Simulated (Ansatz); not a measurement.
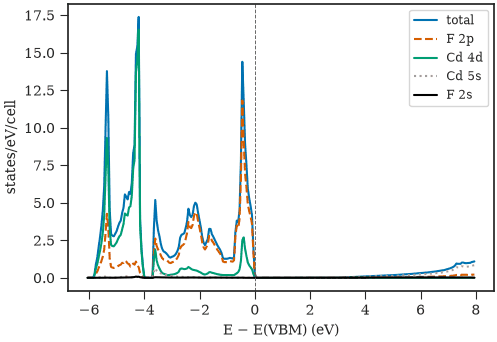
Total and projected density of states of CdF2 (fluorite, space group No. 225), plane-wave PAW LDA (Ansatz code)

Question: Which orbitals carry the states next to the gap?

Answer: Top 1 eV of the valence band: F 2p 83 %, Cd 4d 16 %. Bottom 1 eV of the conduction band: Cd 5s 74 %, F 2s 17 %, F 2p 8 %. Projections are on Löwdin-orthogonalised atomic valence shells; empty p or d shells of many metals are not among them.

Question: Where is the tallest occupied peak in this window, and what makes it?

Answer: Near -4.2 eV, about 17 states/eV per cell; the largest projected share is Cd 4d.

Space group Fm-3m (fluorite). The LDA relaxation kept the symmetry of its start; phonons on a q-mesh show no instability. Spin–orbit coupling is left out wherever it is not named.

Potentials: the later of the program's two PAW sets.
